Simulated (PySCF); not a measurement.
# MnH₄: relaxation and vibrations of the quartet

Where does quartet MnH₄ go from a PBE0 minimum start, is the end point a minimum, and what are its modes, charges and moments?

Computed with PySCF 2.14.0. Level: PBE0, basis Mn def2-TZVP, H def2-TZVP, no relativity, density fitting.

**1. Starting geometry**

5 atoms, charge 0, spin multiplicity 4.

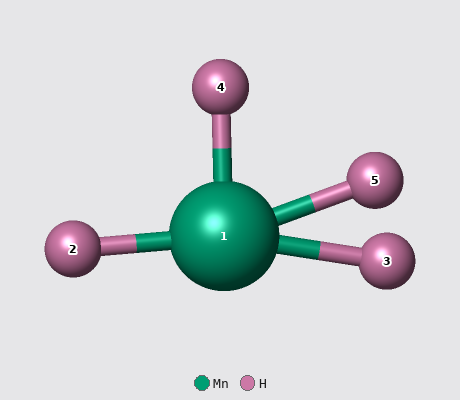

Start geometry, drawn with manganese teal, hydrogen pink; atoms are numbered from 1 in the order of the file.

Z-matrix (Å, degrees; charge 0 multiplicity 4):
```
Mn
H  1 1.6057
H  1 1.7449 2 166.33
H  1 1.5635 2 93.48 3 180.00
H  1 1.7024 2 164.80 3 180.00
```

**2. First SCF at the start**

One driver script runs all steps and calls PySCF; scf.py shows how it sets up the SCF of each step. The optimiser is the driver's own. After this first run the driver tries any further starts and a stability analysis.

Input file scf.py:

```python
from pyscf import gto, scf, dft
mol = gto.M(atom='''
Mn     0.026730    -0.031680    -0.000000
H     -0.000000    -1.637110     0.000000
H      0.467240     1.656700     0.000000
H     -1.532130     0.089180     0.000000
H     -0.392090     1.618370     0.000000''',
    basis={'Mn': 'def2-TZVP', 'H': 'def2-TZVP'},
    charge=0, spin=3)
mf = dft.UKS(mol, xc='PBE0')
mf.grids.atom_grid = (50, 194)
aux = {'Mn': 'def2-universal-JKFIT', 'H': 'def2-universal-JKFIT'}
mf = mf.density_fit(auxbasis=aux)
mf.conv_tol = 1e-08
mf.diis_space = 10
mf.max_cycle = 60
mf.init_guess = 'minao'
mf.verbose = 4
mf.kernel()
```

On the command line:

```sh
$ OMP_NUM_THREADS=2 python axn.py task.json out
```

The log of the run:

```text
init E= -1151.73070216673
[... the frontier-level lines of each cycle are left out ...]
cycle= 1 E= -1144.23343852612  delta_E=  7.5  |g|= 3.83  |ddm|= 17.3
cycle= 2 E= -1132.36088386844  delta_E= 11.9  |g|= 8.35  |ddm|= 17.9
cycle= 3 E= -1144.52266507474  delta_E= -12.2  |g|= 5.27  |ddm|= 3.52
cycle= 4 E= -1147.52502923505  delta_E=   -3  |g|=  4.3  |ddm|= 1.31
cycle= 5 E= -1148.23321664589  delta_E= -0.708  |g|= 3.99  |ddm|= 0.182
cycle= 6 E= -1149.91237829152  delta_E= -1.68  |g|= 3.29  |ddm|= 0.45
cycle= 7 E= -1149.9517279595  delta_E= -0.0393  |g|= 3.22  |ddm|= 0.38
cycle= 8 E= -1150.02106606271  delta_E= -0.0693  |g|= 3.18  |ddm|= 0.0348
cycle= 9 E= -1150.42246035791  delta_E= -0.401  |g|= 2.93  |ddm|= 0.14
cycle= 10 E= -1152.91719004935  delta_E= -2.49  |g|= 0.522  |ddm|=    1
cycle= 11 E= -1152.98745238569  delta_E= -0.0703  |g|= 0.311  |ddm|= 0.359
cycle= 12 E= -1153.02326188259  delta_E= -0.0358  |g|= 0.108  |ddm|= 0.238
cycle= 13 E= -1153.02761628226  delta_E= -0.00435  |g|= 0.0265  |ddm|= 0.0614
cycle= 14 E= -1153.02886638232  delta_E= -0.00125  |g|= 0.0126  |ddm|= 0.0409
cycle= 15 E= -1153.02958262304  delta_E= -0.000716  |g|= 0.00944  |ddm|= 0.0415
cycle= 16 E= -1153.029810165  delta_E= -0.000228  |g|= 0.00525  |ddm|= 0.0256
cycle= 17 E= -1153.0298772354  delta_E= -6.71e-05  |g|= 0.00229  |ddm|= 0.0161
cycle= 18 E= -1153.0298908656  delta_E= -1.36e-05  |g|= 0.000802  |ddm|= 0.00682
cycle= 19 E= -1153.02989701598  delta_E= -6.15e-06  |g|= 0.000672  |ddm|= 0.00431
cycle= 20 E= -1153.02990191681  delta_E= -4.9e-06  |g|= 0.000636  |ddm|= 0.00364
cycle= 21 E= -1153.02991479891  delta_E= -1.29e-05  |g|= 0.000588  |ddm|= 0.0105
cycle= 22 E= -1153.02994270181  delta_E= -2.79e-05  |g|= 0.000498  |ddm|= 0.0329
cycle= 23 E= -1153.02994367632  delta_E= -9.75e-07  |g|= 0.000303  |ddm|= 0.0017
cycle= 24 E= -1153.02995073758  delta_E= -7.06e-06  |g|= 0.000421  |ddm|= 0.0247
cycle= 25 E= -1153.02995076361  delta_E= -2.6e-08  |g|= 0.000124  |ddm|= 0.00108
cycle= 26 E= -1153.02995091079  delta_E= -1.47e-07  |g|= 5.66e-05  |ddm|= 0.0034
cycle= 27 E= -1153.0299509151  delta_E= -4.31e-09  |g|= 2.91e-05  |ddm|= 0.000511
Extra cycle  E= -1153.02995091594  delta_E= -8.43e-10  |g|= 3.96e-05  |ddm|= 5.91e-05
converged SCF energy = -1153.02995091594  <S^2> = 3.8435791  2S+1 = 4.046519
```

This step, with its further starts and checks, ran for 20 s (2 threads of Arm Neoverse N1, shared host).

The starts that the driver tried:

| start | energy (Eh) |
| --- | --- |
| the minimal-basis guess | -1153.029951 |
| a thermally smeared density | -1153.062005 |
| a smeared PBE density | -1153.062005 |

This is not the lowest solution: one lies 84.2 kJ/mol lower, at -1153.06201 Eh, and the relaxation starts from that.

**3. Relaxing the quartet from the PBE0 minimum start**

The program finds Cs symmetry in the start, which this walk keeps.

Changes to scf.py since step 2:

```diff
@@ -3,5 +3,5 @@
-Mn     0.026730    -0.031680    -0.000000
-H     -0.000000    -1.637110     0.000000
-H      0.467240     1.656700     0.000000
-H     -1.532130     0.089180     0.000000
-H     -0.392090     1.618370     0.000000''',
+Mn     0.026728    -0.031684     0.000000
+H     -0.000002    -1.637114     0.000000
+H      0.467238     1.656696     0.000000
+H     -1.532132     0.089176     0.000000
+H     -0.392092     1.618366     0.000000''',
@@ -17 +16,0 @@
-mf.init_guess = 'minao'
```

The optimiser's trace:

| step | energy (Eh) | change (kJ/mol) | largest symmetric gradient (Eh/bohr) |
| --- | --- | --- | --- |
| 0 | -1153.062005 | 0.00 | 0.00015 |

The walk took 1.7 s.

After 0 steps and 0.0 kJ/mol it ends at Cs: H–H 0.860 Å, Mn–H 1.564 Å, Mn–H 1.606 Å, Mn–H 1.702 Å, Mn–H 1.745 Å; H–H–Mn 72.8°, H–H–Mn 78.3°, H–Mn–H 28.9°, H–Mn–H 71.3°, H–Mn–H 93.5°, H–Mn–H 100.2°.

**4. Is it a minimum? Harmonic modes**

On the finer grid the gradient is checked again; gradients at displacements of ±0.02 bohr then give force constants and infrared intensities.

Changes to scf.py since step 3:

```diff
@@ -11 +11 @@
-mf.grids.atom_grid = (50, 194)
+mf.grids.atom_grid = (75, 302)
@@ -14 +14 @@
-mf.conv_tol = 1e-08
+mf.conv_tol = 1e-10
```

This SCF starts from the last density.

Log of the central SCF (cycles and frontier levels):

```text
init E= -1153.06205713669
[... the frontier-level lines of each cycle are left out ...]
cycle= 1 E= -1153.06205713668  delta_E= 1.23e-11  |g|= 5.75e-06  |ddm|= 4.26e-06
Extra cycle  E= -1153.0620571366  delta_E= 7.53e-11  |g|= 1.83e-05  |ddm|= 1.19e-05
converged SCF energy = -1153.0620571366  <S^2> = 4.0382428  2S+1 = 4.1416146
```

The whole step took 2 min.

Geometry: Cs; H–H 0.860 Å, Mn–H 1.564 Å, Mn–H 1.606 Å, Mn–H 1.702 Å, Mn–H 1.745 Å; H–H–Mn 72.8°, H–H–Mn 78.3°, H–Mn–H 28.9°, H–Mn–H 71.3°, H–Mn–H 93.5°, H–Mn–H 100.2°.

Harmonic modes (main isotopes):

```
symmetry  ω (cm⁻¹)  IR (km/mol)  μ (u)
     a''       404         84.3   1.05
      a'       560         62.4   1.05
      a'       582         60.7   1.02
     a''       618         38.7   1.01
      a'       951         18.9   1.04
      a'      1593          1.1   1.01
      a'      1774          222   1.02
      a'      1794         41.2   1.03
      a'      2777          612   1.01
```

Every mode is real; the point is a minimum.

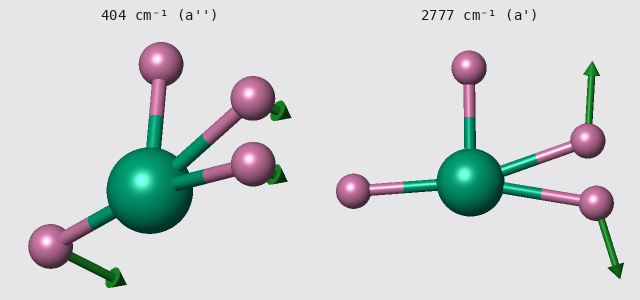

How the atoms move in 2 of the modes.

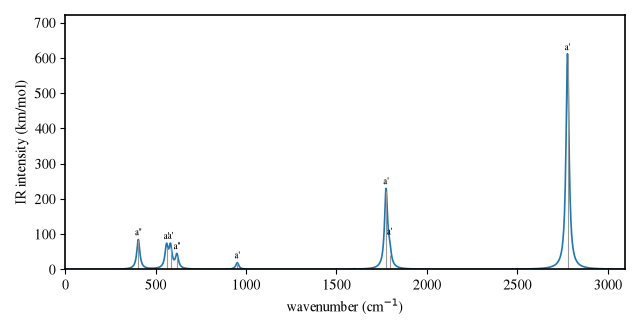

The harmonic infrared spectrum (widths in cm⁻¹). Lines are broadened to a width of 20 cm⁻¹ (Lorentzian).

Properties at this point:

```
Dipole moment                                                   : 2.87 D
Highest occupied level                                          : -5.54 eV
Lowest empty level                                              : -2.41 eV
Rotational constants                                            : 6.065, 2.063, 1.54 cm⁻¹
Zero-point energy                                               : 66.1 kJ/mol
Principal polarisabilities                                      : 26.0, 44.5, 54.9 bohr³
Atomisation energy without zero-point energy                    : 778 kJ/mol
Principal traceless quadrupole moments about the centre of mass : -3.28, -0.58, 3.87 D Å
Entropy at 298.15 K and 1 bar (electronic part: spin only)      : 253.1 J/(mol K)
Heat capacity Cp at 298.15 K                                    : 54.9 J/(mol K)
Enthalpy at 298.15 K above 0 K                                  : 12.17 kJ/mol
Rotational symmetry number                                      : 1
Spin squared ⟨S²⟩                                               : 4.038
```

Charges (e) and bond orders:

```json
{"atom": "Mn1", "Mulliken": "0.07", "Löwdin": "0.07", "polar tensor": "0.47", "spin (Mulliken)": "3.60", "Mayer order to Mn1": "–"}
{"atom": "H2", "Mulliken": "-0.10", "Löwdin": "-0.17", "polar tensor": "-0.36", "spin (Mulliken)": "-0.19", "Mayer order to Mn1": "0.86"}
{"atom": "H3", "Mulliken": "0.02", "Löwdin": "0.06", "polar tensor": "-0.09", "spin (Mulliken)": "-0.12", "Mayer order to Mn1": "0.43"}
{"atom": "H4", "Mulliken": "-0.08", "Löwdin": "-0.04", "polar tensor": "-0.15", "spin (Mulliken)": "-0.24", "Mayer order to Mn1": "0.92"}
{"atom": "H5", "Mulliken": "0.10", "Löwdin": "0.09", "polar tensor": "0.13", "spin (Mulliken)": "-0.06", "Mayer order to Mn1": "0.36"}
```

Outer orbital energies (eV). α occupied: -57.52, -14.16, -9.32, -8.96, -8.90, -8.58, -8.11, -7.53; empty: -2.41, 0.54, 0.70, 1.74. β occupied: -84.79, -53.46, -53.35, -52.74, -14.23, -8.63, -7.68, -5.54; empty: -1.28, -0.85, -0.71, -0.67.

Mulliken populations on Mn1: s 6.84, p 12.39, d 5.70, f 0.00.

**5. Summary of results**

| quantity | value |
| --- | --- |
| minimum | quartet, Cs |
| geometry | H–H 0.860 Å, Mn–H 1.564 Å, Mn–H 1.606 Å, Mn–H 1.702 Å, Mn–H 1.745 Å; H–H–Mn 72.8°, H–H–Mn 78.3°, H–Mn–H 28.9°, H–Mn–H 71.3°, H–Mn–H 93.5°, H–Mn–H 100.2° |
| wavenumbers (cm⁻¹) | 404 (a''), 560 (a'), 582 (a'), 618 (a''), 951 (a'), 1593 (a'), 1774 (a'), 1794 (a'), 2777 (a') |
| dipole moment | 2.87 D |
| highest occupied, lowest empty level (either spin) | -5.54, -2.41 eV |
| polar-tensor charge of Mn1 | +0.47 e |
| zero-point energy | 66.1 kJ/mol |
| entropy at 298.15 K | 253.1 J/(mol K) |
| atomisation energy (no zero-point energy) | 778 kJ/mol |
| ⟨S²⟩ | 4.038 |

In words: The molecule stays Cs, as typed, and the end point is a minimum. In the infrared the band at 2777 cm⁻¹ (a') leads. Most of the spin sits on Mn1 (Mulliken spin 3.60, against 3 for the whole molecule). The first SCF alone would have been 84 kJ/mol too high. Other starts or spin states, not run here, may lie lower. The determinant is spin-contaminated (⟨S²⟩ = 4.04, pure value 3.75). One determinant may miss the lowest occupation of an open d or f shell.

The search up to here took 2.4 min.
